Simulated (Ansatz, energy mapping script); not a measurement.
**Spin model of VCl2O monolayer from collinear orders**

How strongly do the moments of VCl2O monolayer couple under LDA+U (2.88 eV)? The plan is to run several orders and fit a Heisenberg model.

Program: Ansatz 0.2.0. Level of theory: LDA with U = 2.88 eV on V d, ortho-atomic projectors; plane waves, U on orthogonalised atomic orbitals unless named otherwise, collinear spin, no spin–orbit coupling. Results are calculated unless marked as measured.

## Step 1: Set-up

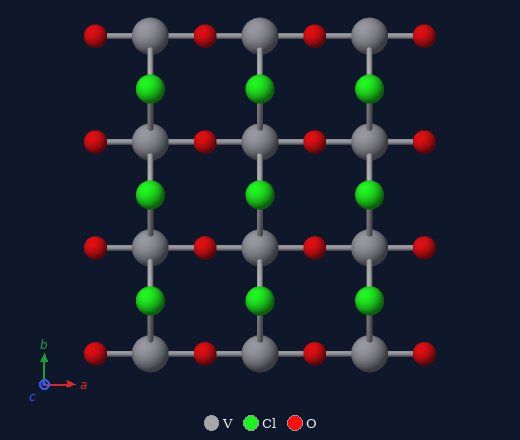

Start, viewed from above; vanadium grey, chlorine green, oxygen red. 3×3×1 cells are drawn. Some periodic images of atoms are drawn too.

The cell holds 4 atoms: 1 V, 2 Cl and 1 O. Cell: a = 3.642 Å, b = 3.518 Å, c = 18.329 Å, α = 90.0°, β = 90.0°, γ = 90.0°. It derives from VCl2O. one layer cut from the bulk crystal, unrelaxed, 15 A of vacuum. Vacuum lies along c.

The cell comes from a database of computed structures, and need not be the one that the compound takes in experiment.

A Hubbard U penalises fractional filling of the shell. It raises the cost of virtual hops to the neighbours, so couplings that rest on such hops usually weaken.

## Step 2: One set of occupation matrices for all orders

A corrected shell can settle in several orbital fillings. One parallel run, with an occupation width a fifth wider than the orders use, therefore is to supply the occupation matrices. All orders start from them.

input.yaml reads:

```yaml
crystal:
  lattice:
    - [3.64216, 0.0, 0.0]
    - [0.0, 3.517888, 0.0]
    - [0.0, 0.0, 18.329395]
  atoms:
    - { symbol: V, position: [0.5, 0.0, 0.5], spin: 2.0 }
    - { symbol: Cl, position: [0.5, 0.5, 0.409179] }
    - { symbol: Cl, position: [0.5, 0.5, 0.590821] }
    - { symbol: O, position: [0.0, 0.0, 0.5] }
magnetization:
  spin_polarized: true
kpoints:
  mp_grid: { grid: [8, 8, 1] }
hamiltonian:
  xc: lda
  hubbard:
    sites: [{ species: V, l: d, u_eff: 2.88 }]
    projectors: ortho-atomic
scf:
  occupations: { method: fermi_dirac, width: 0.06 }
output:
  eigenvalues: true
```

The run is started by

```bash
ansatz run input.yaml --threads 4 --pin off --max-ram 8192MiB --backend cpu --events-out ev --progress --plain --runs-dir out
```

Numbers of over 12 decimals in the logs are rounded to 6 here.

What it wrote:

```text
Engine: ansatz 0.2.0, aarch64-unknown-linux-gnu
Pseudopotentials: kind: paw
Pseudopotential: V, paw, valence charge 13, recommended cutoff 420 eV (normal), V.paw.azcp
Pseudopotential: Cl, paw, valence charge 7, recommended cutoff 420 eV (normal), Cl.paw.azcp
Pseudopotential: O, paw, valence charge 6, recommended cutoff 420 eV (normal), O.paw.azcp
Functional definition: SPW92
  exchange = slater_x
  correlation = pw_c
Crystal: 4 atoms, lattice volume = 234.849 Å³
Basis set: ecut = 420 eV, 4567 PW (Γ)
Bands: 22, of which v1, the nominal top of the filled ones, is band 17 counted from 1 (16 counted from 0)
Symmetry: 8 space group operations
Space group: Pmmm (ITA 47), of the structure as read, at distance tolerance 6.2e-5 Å
Magnetic group: BNS 47.249 (UNI 347), of the structure as read, at distance tolerance 6.2e-5 Å
k-points: 25 of 64
Non-local potential: V, projectors of the file, l = 0: 3, l = 1: 2, l = 2: 3, l = 3: 1
Non-local potential: Cl, projectors of the file, l = 0: 2, l = 1: 2, l = 2: 2
Non-local potential: O, projectors of the file, l = 0: 2, l = 1: 2, l = 2: 1
PAW form: soft (Blöchl's): semilocal exchange-correlation on the pseudo side does not see the compensation charge
PAW frozen core: V, regenerated for the run's functional, and the local potential with it (the file was generated under x = pbe(κ = 0.804, μ = 0.219515), c = pbe(β = 0.066725))
PAW frozen core: Cl, regenerated for the run's functional, and the local potential with it (the file was generated under x = pbe(κ = 0.804, μ = 0.219515), c = pbe(β = 0.066725))
PAW frozen core: O, regenerated for the run's functional, and the local potential with it (the file was generated under x = pbe(κ = 0.804, μ = 0.219515), c = pbe(β = 0.066725))
PAW one-centre angular grid: V, 590 points (default); XC on 64 Gauss nodes
PAW one-centre angular grid: Cl, 110 points (default); XC on 64 Gauss nodes
PAW one-centre angular grid: O, 110 points (default); XC on 64 Gauss nodes
Initial density: superposition of atomic densities (neutral atoms: chi_scale 0, normalization atom)
Starting moments: Σ|m| = 2 μB on 1 of 4 sites
Initial wavefunctions: pseudopotential atomic-orbital guess
Functional: x = slater, c = lda
SCF iter   1: F=—  HF=-5507.101951 eV  |F-HF|=—  |Δ(HF+E_count)|=         —  Δρ=4.85e-2 (↑4.85e-2 ↓3.22e-2)  dr2=1.40e1  dr2_m=7.93e-1  M=1.000 μB ∫|m|=1.439 μB  β_m=0.30  ethr=3.10e-3  ⟨swp⟩=8.2  Hψ=6053  notcnv=0
preconditioner: auto → none  [metal: Δε(μ)=0.054 eV  Ē_g=9.669 eV  σ=0.060 eV  W_gap=0.21  n_scr=30 (ndim 8)  ℏωp=11.6 eV  f_vac=0.650  D(μ)=2.55/eV (n_scr^D=8)  sad-step TF]
[...]
Mixer restart at iter 17: flushing history
SCF iter  18: F=-5504.862809 eV  HF=-5504.862810 eV  |F-HF|=4.64e-7  |Δ(HF+E_count)|=   7.10e-8  Δρ=8.23e-6 (↑8.23e-6 ↓6.17e-6)  dr2=5.02e-7  dr2_m=2.77e-9  M=1.000 μB ∫|m|=1.469 μB  β_m=1.00  ethr=1.68e-11  ⟨swp⟩=3.0  Hψ=2465  notcnv=0  κ⁻¹=1.0e0(r=1)
iter 19 met the thresholds in force, and the SCF goes on: an eigenvalue changes by 8.40 meV, over its tolerance of 1.00 meV (output.eigenvalues, Limitations)
SCF iter  19: F=-5504.862810 eV  HF=-5504.862810 eV  |F-HF|=2.44e-8  |Δ(HF+E_count)|=   7.03e-8  Δρ=1.36e-6 (↑1.36e-6 ↓9.98e-7)  dr2=2.60e-8  dr2_m=9.61e-11  M=1.000 μB ∫|m|=1.469 μB  β_m=1.00  ethr=1.68e-11  ⟨swp⟩=1.0  Hψ=3527  notcnv=0  κ⁻¹=1.5e-2(r=2)
SCF iter  20: F=-5504.862810 eV  HF=-5504.862810 eV  |F-HF|=1.09e-11  |Δ(HF+E_count)|=   3.97e-9  Δρ=1.12e-7 (↑1.12e-7 ↓3.52e-8)  dr2=2.54e-11  dr2_m=1.04e-11  M=1.000 μB ∫|m|=1.469 μB  ethr=1.68e-11  ⟨swp⟩=1.0  Hψ=2948  notcnv=0
SCF 1 converged in 20 iterations: F = -5504.862810 eV  dr2 = 2.54e-11
[...]
SCF converged after 20 iterations
an eigenvalue changed by more than its tolerance at an iteration that met the thresholds in force, so the SCF went on 3 times, its first undamped step at iteration 17: the last check found none over its tolerance
Magnetization: 1.0000 μB (17.0000 up, 16.0000 down)
Absolute magnetization: 1.4688 μB (∫|ρ↑−ρ↓|, with the PAW one-centre terms)
Spin contamination: 0.0351 ħ² per cell (⟨S²⟩ above its minimum at these occupations)
Per-site moments (μB) at R_I (Å): [(0.859232, 0.7511955), (-0.033226, 0.998990), (-0.033226, 0.998990), (-0.128042, 0.7511955)]
Free energy (F): -5504.862810 eV
Harris-Foulkes:  -5504.862810 eV  (|F-HF|=1.09e-11)
Internal energy: -5504.862744 eV  (E = F + TS)
E sigma→0 (E₀):  -5504.862777 eV
Entropy (-TS):   -0.000066 eV (-0.016 meV/atom)
Fermi energy:    -3.645301 eV
--- Per-component energies (eV) ---
  E_band       = -617.934063
  E_kinetic    = 824.346177
  E_local      = -16551.259912  (includes V_loc(G=0)·N_el)
  E_nonlocal   = 65.329269
  E_hartree    = 7882.844987
  E_xc         = -410.148697
  E_vxc        = -496.403535  (∫ρ·V_xc dr)
  E_hubbard    = 2.399541  (on-site DFT+U / exact-exchange correction)
  E_vhub       = 0.014439  (the Hubbard potential's part of the band-sum identity)
  E_paw        = -2455.451811  (= ΣΔE_a)
  E_vpaw       = -225.653024  (= ΣTr[D̂ρ^β])
  E_aug_tail   = 0.002894  (compensation charges beyond the density's cutoff)
  E_ewald      = 5136.250753
  E_core_change = 0.824055  (= ΣΔE_core)
  E_smearing   = -0.000066  (= −TS)
  E_closure    = 0.000000  (closes the sum)
  Σ components = -5504.862810   (vs F -5504.862810, Δ=0.00e0)
--- Band table (eV; the first three rows and the last of 50) ---
  k-point 0 ↑: bands = [... 13 lower, -5.0150, -4.8816, -4.3606, -4.2591, -3.1717, -2.4936, -1.1874, -1.0429, ... 1 higher]
  k-point 1 ↑: bands = [... 13 lower, -5.0213, -4.7038, -4.4158, -4.2206, -3.0491, -2.5757, -1.2413, -1.1292, ... 1 higher]
  k-point 2 ↑: bands = [... 13 lower, -4.7945, -4.7449, -4.5375, -4.1590, -2.8157, -2.8060, -1.3757, -1.1092, ... 1 higher]
  k-point 24 ↓: bands = [... 13 lower, -5.8588, -5.5950, -4.6070, -0.5025, -0.1976, -0.1786, -0.1231, 1.4103, ... 1 higher]
Occupation matrices written to <dir>
```

Elapsed: 8.3 s, on 4 threads of Arm Neoverse V2, shared host; peak memory 0.64 GiB; 31 s of CPU time.

Reading the cycles: dr2 is the Hartree energy of the density residual (eV), the measure of convergence; HF is the Harris–Foulkes estimate of the energy, which meets the free energy F at convergence.

Numbers from this step:

```yaml
final_state: ferromagnetic
electrons_in_the_corrected_shells: 3.323 e
largest_moment: 0.859 μB
```

## Step 3: Run 1 (parallel; cell A, 8 atoms)

The parallel order is the zero of energy for this cell and mesh.

input.yaml reads:

```yaml
crystal:
  lattice:
    - [3.64216, 3.517888, 0.0]
    - [0.0, 7.035776, 0.0]
    - [0.0, 0.0, 18.329395]
  atoms:
    - { symbol: V, position: [0.5, 0.75, 0.5], spin: 2.0 }
    - { symbol: V, position: [0.5, 0.25, 0.5], spin: 2.0 }
    - { symbol: Cl, position: [0.5, 0.0, 0.409179] }
    - { symbol: Cl, position: [0.5, 0.5, 0.409179] }
    - { symbol: Cl, position: [0.5, 0.0, 0.590821] }
    - { symbol: Cl, position: [0.5, 0.5, 0.590821] }
    - { symbol: O, position: [0.0, 0.0, 0.5] }
    - { symbol: O, position: [0.0, 0.5, 0.5] }
magnetization:
  spin_polarized: true
kpoints:
  mp_grid: { grid: [8, 8, 1] }
hamiltonian:
  xc: lda
  hubbard:
    sites:
      - { species: V, l: d, u_eff: 2.88 }
      - { site: 0, l: d, u_eff: 2.88, starting_ns: [{ spin: up, occupation_matrix: v1_major }, { spin: down, occupation_matrix: v1_minor }] }
      - { site: 1, l: d, u_eff: 2.88, starting_ns: [{ spin: up, occupation_matrix: v1_major }, { spin: down, occupation_matrix: v1_minor }] }
    projectors: ortho-atomic
    occupation_matrices:
      v1_major:
        matrix:
          - [0.842, 0.0, 0.0, 0.265, 0.0]
          - [0.0, 0.288, 0.0, 0.0, 0.0]
          - [0.0, 0.0, 0.327, 0.0, 0.0]
          - [0.265, 0.0, 0.0, 0.522, 0.0]
          - [0.0, 0.0, 0.0, 0.0, 0.295]
      v1_minor:
        matrix:
          - [0.12, 0.0, 0.0, -0.108, 0.0]
          - [0.0, 0.2, 0.0, 0.0, 0.0]
          - [0.0, 0.0, 0.263, 0.0, 0.0]
          - [-0.108, 0.0, 0.0, 0.261, 0.0]
          - [0.0, 0.0, 0.0, 0.0, 0.204]
scf:
  occupations: { method: fermi_dirac, width: 0.05 }
output:
  eigenvalues: true
```

What it wrote:

```text
[...]
Crystal: 8 atoms, lattice volume = 469.698 Å³
Basis set: ecut = 420 eV, 9179 PW (Γ)
Bands: 43, of which v1, the nominal top of the filled ones, is band 33 counted from 1 (32 counted from 0)
Symmetry: 16 space group operations
[...]
k-points: 21 of 64
[...]
Starting moments: Σ|m| = 4 μB on 2 of 8 sites
[...]
SCF iter   1: F=—  HF=-11015.248931 eV  |F-HF|=—  |Δ(HF+E_count)|=         —  Δρ=5.29e-2 (↑5.29e-2 ↓3.13e-2)  dr2=2.76e1  dr2_m=2.12e0  M=2.000 μB ∫|m|=2.541 μB  β_m=0.30  ethr=3.10e-3  ⟨swp⟩=8.4  Hψ=7907  notcnv=0
[...]
spin=Collinear: Resta preconditioning applied to the charge; magnetization (m = ρ↑ − ρ↓) channel mixes plain (no charge-response kernel on spin).
SCF iter   2: F=—  HF=-11010.076850 eV  |F-HF|=—  |Δ(HF+E_count)|=    5.17e0  Δρ=1.89e-2 (↑1.64e-2 ↓1.89e-2)  dr2=4.21e0  dr2_m=4.73e-1  M=2.022 μB ∫|m|=3.558 μB  β_m=0.30  ethr=3.10e-3  ⟨swp⟩=3.3  Hψ=5051  notcnv=0  defer=68
[...]
SCF iter  18: F=-11009.725997 eV  HF=-11009.725997 eV  |F-HF|=1.26e-10  |Δ(HF+E_count)|=   4.27e-9  Δρ=3.33e-7 (↑2.58e-7 ↓3.33e-7)  dr2=5.64e-10  dr2_m=2.35e-10  M=2.000 μB ∫|m|=2.940 μB  ethr=3.37e-12  ⟨swp⟩=1.5  Hψ=5355  notcnv=0
SCF 1 converged in 18 iterations: F = -11009.725997 eV  dr2 = 5.64e-10
[...]
SCF converged after 18 iterations
Magnetization: 2.0000 μB (34.0000 up, 32.0000 down)
Absolute magnetization: 2.9396 μB (∫|ρ↑−ρ↓|, with the PAW one-centre terms)
[...]
Per-site moments (μB) at R_I (Å): [(0.859512, 0.7511955), (0.859512, 0.7511955), (-0.033210, 0.998990), (-0.033210, 0.998990), (-0.033210, 0.998990), (-0.033210, 0.998990), (-0.128433, 0.7511955), (-0.128433, 0.7511955)]
Free energy (F): -11009.725997 eV
[...]
Internal energy: -11009.725976 eV  (E = F + TS)
E sigma→0 (E₀):  -11009.725987 eV
Entropy (-TS):   -0.000021 eV (-0.003 meV/atom)
Fermi energy:    -3.642741 eV
[...]
--- Specified on-site occupations, and those of the state reported ---
  electrons in the specified blocks: 6.6440 specified, 6.6455 found
  site 1 (l=d) ↑: largest change of an orbital's occupation 0.0006; electrons 2.2740 specified, 2.2757 found; spectral distance 0.0008
[...]
site 0 (l=d) ↓: largest change of an orbital's occupation 0.0005; electrons 1.0480 specified, 1.0471 found; spectral distance 0.0009
[...]
--- Band table (eV; the first three rows and the last of 42) ---
  k-point 0 ↑: bands = [... 29 lower, -4.8818, -4.6973, -4.5689, -4.3608, -4.2592, -3.1720, -2.4939, -1.1874, ... 6 higher]
  k-point 1 ↑: bands = [... 29 lower, -4.6534, -4.6012, -4.5659, -4.4994, -4.3017, -2.9914, -2.4928, -1.1020, ... 6 higher]
  k-point 2 ↑: bands = [... 29 lower, -4.7305, -4.6595, -4.4674, -4.3060, -4.2720, -2.6373, -2.4300, -1.2285, ... 6 higher]
  k-point 20 ↓: bands = [... 29 lower, -4.8204, -4.6630, -4.3461, -2.2797, -1.7592, -1.2820, -0.8686, -0.3226, ... 6 higher]
Occupation matrices written to <dir>
```

Wall time 30 s (4 threads); peak memory 1.3 GiB.

Spin moment in the sphere by atom:

```csv
atom,spin moment in the sphere (μB)
V1,0.860
V2,0.860
Cl3,-0.033
Cl4,-0.033
Cl5,-0.033
Cl6,-0.033
O7,-0.128
O8,-0.128
```

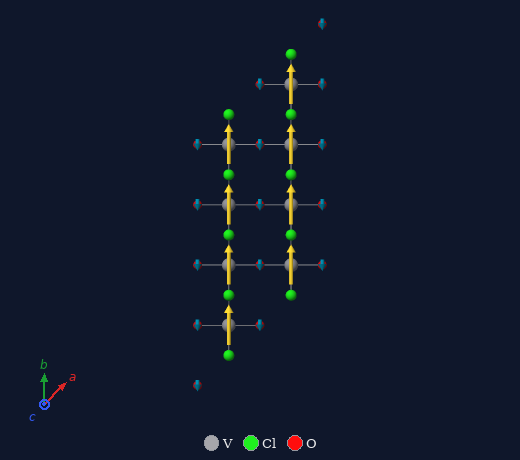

Spin moment in the sphere as arrows, the longest 0.860 μB. Up and down stand for the sign. Arrows give size and sign along the axis of quantisation, drawn up and down the page. Each arrow also spans its atom, so small moments look longer than they are. The two directions have two colours. Bonds to atoms that aren't drawn are left out. 2×2×1 cells are drawn. Some periodic images of atoms are drawn too.

The run ends ferromagnetic.

## Step 4: Compensated +− start in cell A (8 atoms)

This order reverses 2 of the 2 neighbours at 3.52 Å, 2 of the 2 neighbours at 3.64 Å and 0 of the 4 neighbours at 5.06 Å, counted for an average magnetic atom.

input.yaml: that of step 3 with these lines changed.

```diff
@@ -7,3 +7,3 @@
     - { symbol: V, position: [0.5, 0.75, 0.5], spin: 2.0 }
-    - { symbol: V, position: [0.5, 0.25, 0.5], spin: 2.0 }
+    - { symbol: V, position: [0.5, 0.25, 0.5], spin: -2.0 }
     - { symbol: Cl, position: [0.5, 0.0, 0.409179] }
@@ -24,3 +24,3 @@
       - { site: 0, l: d, u_eff: 2.88, starting_ns: [{ spin: up, occupation_matrix: v1_major }, { spin: down, occupation_matrix: v1_minor }] }
-      - { site: 1, l: d, u_eff: 2.88, starting_ns: [{ spin: up, occupation_matrix: v1_major }, { spin: down, occupation_matrix: v1_minor }] }
+      - { site: 1, l: d, u_eff: 2.88, starting_ns: [{ spin: up, occupation_matrix: v1_minor }, { spin: down, occupation_matrix: v1_major }] }
     projectors: ortho-atomic
```

What it wrote:

```text
[...]
Crystal: 8 atoms, lattice volume = 469.698 Å³
Basis set: ecut = 420 eV, 9179 PW (Γ)
Bands: 43, of which v1, the nominal top of the filled ones, is band 33 counted from 1 (32 counted from 0)
Symmetry: 8 space group operations
[...]
k-points: 21 of 64
[...]
Starting moments: Σ|m| = 4 μB on 2 of 8 sites
Starting magnetic order: antiferromagnet; a translation exchanges its spin sublattices: spin-degenerate at every k-point
[...]
SCF iter   1: F=—  HF=-11015.268015 eV  |F-HF|=—  |Δ(HF+E_count)|=         —  Δρ=4.36e-2 (↑4.36e-2 ↓4.36e-2)  dr2=2.77e1  dr2_m=2.14e0  M=0.000 μB ∫|m|=2.402 μB  β_m=0.30  ethr=3.10e-3  ⟨swp⟩=7.9  Hψ=3931  notcnv=0  defer=1
[...]
SCF iter  17: F=-11009.717582 eV  HF=-11009.717582 eV  |F-HF|=7.64e-11  |Δ(HF+E_count)|=  5.06e-10  Δρ=1.10e-7 (↑1.10e-7 ↓1.10e-7)  dr2=1.62e-10  dr2_m=1.41e-11  M=0.000 μB ∫|m|=2.518 μB  ethr=5.94e-12  ⟨swp⟩=1.0  Hψ=2409  notcnv=0
SCF 1 converged in 17 iterations: F = -11009.717582 eV  dr2 = 1.62e-10
[...]
SCF converged after 17 iterations
Magnetization: 0.0000 μB (33.0000 up, 33.0000 down)
Absolute magnetization: 2.5146 μB (∫|ρ↑−ρ↓|, with the PAW one-centre terms)
[...]
Per-site moments (μB) at R_I (Å): [(0.815697, 0.7511955), (-0.815697, 0.7511955), (-1.6929998241351423e-17, 0.998990), (6.493666255306276e-17, 0.998990), (-3.618928414809297e-17, 0.998990), (1.4170570039988826e-17, 0.998990), (-8.799697595699643e-17, 0.7511955), (8.799697595699639e-17, 0.7511955)]
Free energy (F): -11009.717582 eV
[...]
Internal energy: -11009.717582 eV  (E = F + TS)
E sigma→0 (E₀):  -11009.717582 eV
Entropy (-TS):   -0.000000 eV (-0.000 meV/atom)
Fermi energy:    -3.476557 eV
[...]
--- Specified on-site occupations, and those of the state reported ---
  electrons in the specified blocks: 6.6440 specified, 6.6429 found
[...]
--- Band table (eV; the first three rows and the last of 42) ---
  k-point 0 ↑: bands = [... 29 lower, -4.8443, -4.5955, -4.4348, -4.2953, -2.7573, -2.1792, -1.2862, -1.0097, ... 6 higher]
  k-point 1 ↑: bands = [... 29 lower, -4.6328, -4.6005, -4.5176, -4.3632, -2.6233, -2.1756, -1.1723, -1.0617, ... 6 higher]
  k-point 2 ↑: bands = [... 29 lower, -4.7052, -4.6062, -4.3583, -4.3456, -2.3385, -2.1223, -1.1809, -0.9643, ... 6 higher]
  k-point 20 ↓: bands = [... 29 lower, -4.8043, -4.7394, -4.6559, -4.3278, -2.8695, -2.2648, -1.2961, -1.0082, ... 6 higher]
Occupation matrices written to <dir>
```

Wall time 14 s (4 threads); peak memory 1.3 GiB.

Spin moment in the sphere by atom:

```
atom  spin moment in the sphere (μB)
  V1                           0.816
  V2                          -0.816
 Cl3                           0.000
 Cl4                           0.000
 Cl5                           0.000
 Cl6                           0.000
  O7                           0.000
  O8                           0.000
```

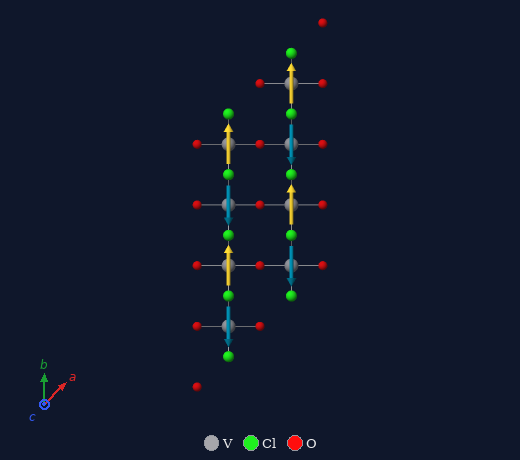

Spin moment in the sphere as arrows, the longest 0.816 μB. Up and down stand for the sign. Arrows give size and sign along the axis of quantisation, drawn up and down the page. The two directions have two colours. Bonds to atoms that aren't drawn are left out. 2×2×1 cells are drawn. Some periodic images of atoms are drawn too.

The run ends antiferromagnetic, 4.20 meV a magnetic atom above the parallel order of its cell.

## Step 5: Run 3 (parallel; cell B, 8 atoms)

The parallel order again, as the reference for this cell.

This run holds the same structure in another cell (a 5.064 → 7.284 Å, b 7.036 → 3.518 Å, γ 46.0 → 90.0°).

input.yaml reads:

```yaml
crystal:
  lattice:
    - [7.28432, 0.0, 0.0]
    - [0.0, 3.517888, 0.0]
    - [0.0, 0.0, 18.329395]
  atoms:
    - { symbol: V, position: [0.25, 0.0, 0.5], spin: 2.0 }
    - { symbol: V, position: [0.75, 0.0, 0.5], spin: 2.0 }
    - { symbol: Cl, position: [0.25, 0.5, 0.409179] }
    - { symbol: Cl, position: [0.75, 0.5, 0.409179] }
    - { symbol: Cl, position: [0.25, 0.5, 0.590821] }
    - { symbol: Cl, position: [0.75, 0.5, 0.590821] }
    - { symbol: O, position: [0.0, 0.0, 0.5] }
    - { symbol: O, position: [0.5, 0.0, 0.5] }
magnetization:
  spin_polarized: true
kpoints:
  mp_grid: { grid: [4, 8, 1] }
hamiltonian:
  xc: lda
  hubbard:
    sites:
      - { species: V, l: d, u_eff: 2.88 }
      - { site: 0, l: d, u_eff: 2.88, starting_ns: [{ spin: up, occupation_matrix: v1_major }, { spin: down, occupation_matrix: v1_minor }] }
      - { site: 1, l: d, u_eff: 2.88, starting_ns: [{ spin: up, occupation_matrix: v1_major }, { spin: down, occupation_matrix: v1_minor }] }
    projectors: ortho-atomic
    occupation_matrices:
      v1_major:
        matrix:
          - [0.842, 0.0, 0.0, 0.265, 0.0]
          - [0.0, 0.288, 0.0, 0.0, 0.0]
          - [0.0, 0.0, 0.327, 0.0, 0.0]
          - [0.265, 0.0, 0.0, 0.522, 0.0]
          - [0.0, 0.0, 0.0, 0.0, 0.295]
      v1_minor:
        matrix:
          - [0.12, 0.0, 0.0, -0.108, 0.0]
          - [0.0, 0.2, 0.0, 0.0, 0.0]
          - [0.0, 0.0, 0.263, 0.0, 0.0]
          - [-0.108, 0.0, 0.0, 0.261, 0.0]
          - [0.0, 0.0, 0.0, 0.0, 0.204]
scf:
  occupations: { method: fermi_dirac, width: 0.05 }
output:
  eigenvalues: true
```

What it wrote:

```text
[...]
Crystal: 8 atoms, lattice volume = 469.698 Å³
Basis set: ecut = 420 eV, 9139 PW (Γ)
Bands: 43, of which v1, the nominal top of the filled ones, is band 33 counted from 1 (32 counted from 0)
Symmetry: 16 space group operations
[...]
k-points: 15 of 32
[...]
Starting moments: Σ|m| = 4 μB on 2 of 8 sites
[...]
k-point 1 ↑: bands = [... 29 lower, -4.7300, -4.7038, -4.5113, -4.4158, -4.2207, -3.0492, -2.5756, -1.2413, ... 6 higher]
  k-point 2 ↑: bands = [... 29 lower, -4.7945, -4.7449, -4.5375, -4.3726, -4.1591, -2.8158, -2.8059, -1.3757, ... 6 higher]
  k-point 14 ↓: bands = [... 29 lower, -5.0159, -4.2983, -4.2983, -1.0802, -1.0802, -1.0728, -1.0728, -0.5591, ... 6 higher]
Occupation matrices written to <dir>
[key lines of the parts left out:]
SCF converged after 18 iterations
Magnetization: 2.0000 μB (34.0000 up, 32.0000 down)
Free energy (F): -11009.725607 eV
Fermi energy:    -3.658560 eV
```

The job ended after 18 s (4 threads; peak memory 1.1 GiB; 71 s of CPU time).

The run ends ferromagnetic. For each magnetic atom its energy differs from the parallel run of the first cell by 0.20 meV, an error that one common reference would have brought in.

[end of part 1 of 2]

[Logs and program files are shortened in this print: banners, set-up blocks, solver, clock and traceback lines can be left out without a mark of their own.]

[Logs are printed without paths, hosts, clocks, repeated set-up lines and the standing remarks that a program may print on its own settings, such as how far it seeks lower states.]

[Hosts, paths, dates, database ids (printed as entryN), source tags and the programs' standing remarks are cut or masked in the printed files.]

[Where a cell is said to come from a database of computed structures, the database is the Materials Project.]
